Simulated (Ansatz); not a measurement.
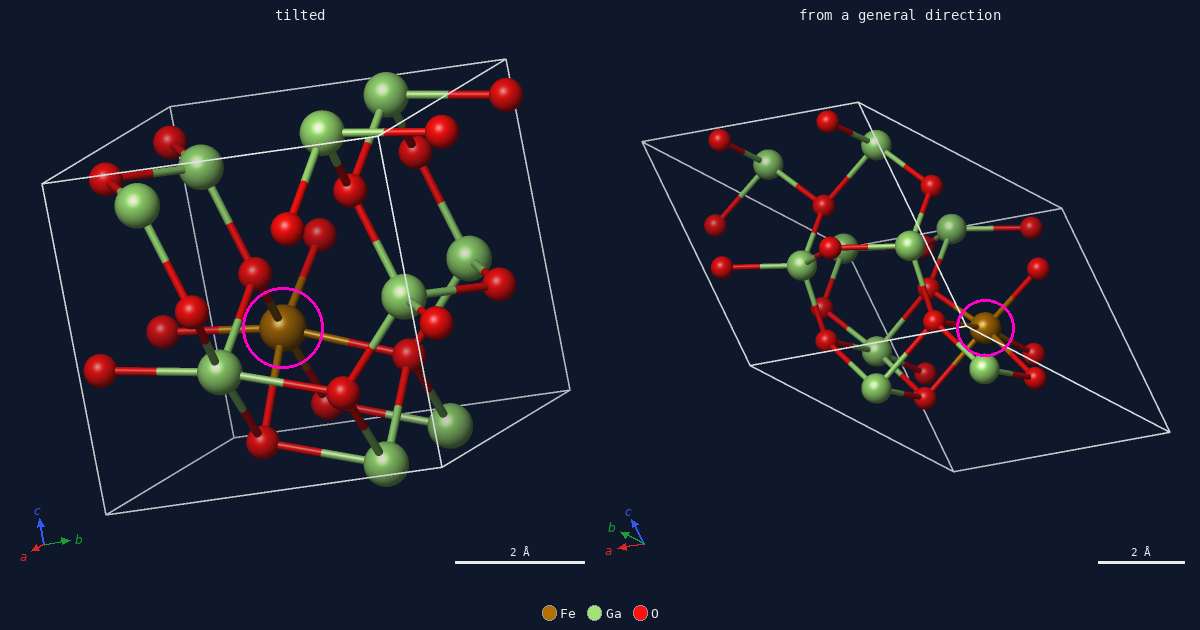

View slightly off an axis and from a general direction, drawn as a ball-and-stick model. The box is the supercell; atoms on or close to its faces, edges and corners are drawn wherever they repeat. The host is Ga₂O₃, in a cell of 20 sites, and the cell is neutral. A ring marks the defect's site.

Spot the defect.

Iron on a gallium site (a substitutional impurity). It is bonded to six O in a distorted octahedral arrangement at about 2.0 to 2.2 Å.

All computed values are from DFT PBE, scalar-relativistic, plane waves, PAW (Ansatz 0.2.0). Settings: a plane-wave cutoff of 420 eV, a 2×2×2 grid in reciprocal space, Gaussian smearing of 0.01 eV, collinear spins.

Is there a net spin in the supercell?

Yes, 5.0 μB in the cell.

The atoms were relaxed in the host's cell with Ansatz 0.2.0, DFT PBE, scalar-relativistic, plane waves, PAW.
